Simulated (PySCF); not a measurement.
**CHFO (SMILES O=CF): SVWN5/STO-6G**

What is the vertical singlet–triplet gap of CHFO at SVWN5/STO-6G? The job is set up through a Python script.

Program for the calculation: PySCF 2.14.0.

4 further runs of the same task are left out: 4 set aside as unsound or not needed.

### 1 Starting point

CHFO: 4 atoms, total charge 0, spin state singlet. As SMILES, `O=CF`. The coordinates come from a PBE0-D4/def2-TZVP relaxation.

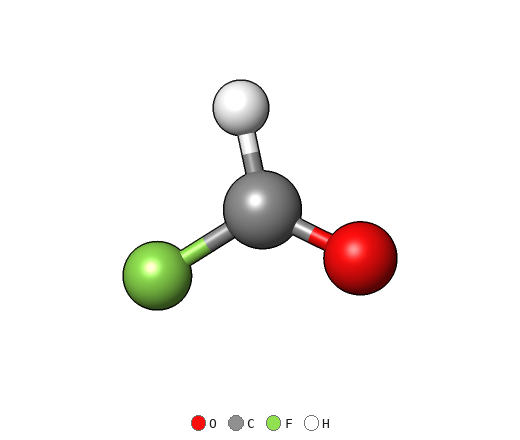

Viewed from a chosen angle; oxygen red, carbon grey, fluorine green, hydrogen white.

### 2 The energy at SVWN5/STO-6G

run.py reads:

```python
from pyscf import gto, dft

molecule = gto.Mole()
molecule.atom = '''
O       -0.889340       0.201180       0.827740
C       -0.046400       0.067520       0.021620
F        0.585200      -1.091810      -0.181820
H        0.350540       0.823120      -0.667550
'''
molecule.max_memory = 1860
molecule.basis = 'sto-6g'
molecule.verbose = 3
molecule.build()

calc0 = dft.RKS(molecule, xc='svwn')
calc0.conv_tol = 1e-10
calc0.grids.level = 5
calc0.kernel()
if not calc0.converged:
    calc0 = calc0.newton().run(calc0.mo_coeff, calc0.mo_occ)

e_final = calc0.e_tot
print('E = %.10f Eh' % e_final)
```

Command:

```
$ OMP_NUM_THREADS=1 python run.py
```

The program printed:

```text
converged SCF energy = -211.234891870227
E = -211.2348918702 Eh
```

Wall time 3.6 s (1 thread of Intel Xeon Platinum 8259CL at 2.50GHz (Skylake/Cascade Lake), shared host); peak memory 0.14 GiB.

### 3 The triplet at the same level

input.py reads:

```python
from pyscf import gto, dft

mol = gto.M(
    atom=[
    ('O', (-0.889340, 0.201180, 0.827740)),
    ('C', (-0.046400, 0.067520, 0.021620)),
    ('F', (0.585200, -1.091810, -0.181820)),
    ('H', (0.350540, 0.823120, -0.667550)),
],
    verbose=3,
    basis='sto-6g',
    spin=2,
    max_memory=1860,
    charge=0,
)

myscf = dft.UKS(mol, xc='svwn')
myscf.conv_tol = 1e-10
myscf.grids.level = 5
myscf.kernel()
if not myscf.converged:
    myscf = myscf.newton().run(myscf.mo_coeff, myscf.mo_occ)

e_tot = myscf.e_tot
print('Final energy', e_tot)
```

Command:

```
$ OMP_NUM_THREADS=1 python input.py
```

The program printed:

```text
WARN: HOMO -0.0241073573220308 >= LUMO -0.308878158847104

WARN: HOMO 0.0813352741627369 >= LUMO -0.0639647152926127

WARN: HOMO 0.0577285660881384 >= LUMO -0.14082015149303

WARN: HOMO 0.064049932580857 >= LUMO -0.134650191732437

WARN: HOMO 0.0557791384069533 >= LUMO -0.145809096649759

WARN: HOMO 0.0585708790598083 >= LUMO -0.150697694306247

WARN: HOMO 0.0552209928611834 >= LUMO -0.153787965228273

WARN: HOMO 0.0557722262126579 >= LUMO -0.152874163473322

WARN: HOMO 0.0557725851359944 >= LUMO -0.152947461161482

WARN: HOMO 0.0557947226470173 >= LUMO -0.152912136046557

WARN: HOMO 0.0557979590058055 >= LUMO -0.152906524633964

WARN: HOMO 0.0557976379227453 >= LUMO -0.152907109288148

WARN: HOMO 0.0557977432955499 >= LUMO -0.152906393420942

converged SCF energy = -211.034995749203  <S^2> = 2.0005173  2S+1 = 3.0003449
Final energy -211.03499574920272
```

Wall time 4.5 s (1 thread of Intel Xeon Platinum 8259CL at 2.50GHz (Skylake/Cascade Lake), shared host); peak memory 0.14 GiB.

### 4 What came out

Level: SVWN5/STO-6G.

| quantity | value |
| --- | --- |
| singlet: total energy | -211.23489 Eh |
| singlet: dipole moment | 1.37 D |
| singlet: HOMO energy | -3.84 eV |
| singlet: LUMO energy | 1.40 eV |
| singlet: HOMO–LUMO gap | 5.25 eV |
| triplet: total energy | -211.03500 Eh |
| triplet: dipole moment | 0.87 D |
| triplet: ⟨S²⟩ | 2.001 |
| vertical energy of the triplet above the singlet | 5.439 eV |

In words: At this shape the triplet lies 5.44 eV (525 kJ/mol) above the singlet. In a minimal basis such a difference can be off by several eV, whatever the method. Mulliken charges (singlet) run from -0.19 on O1 to +0.14 on C2.
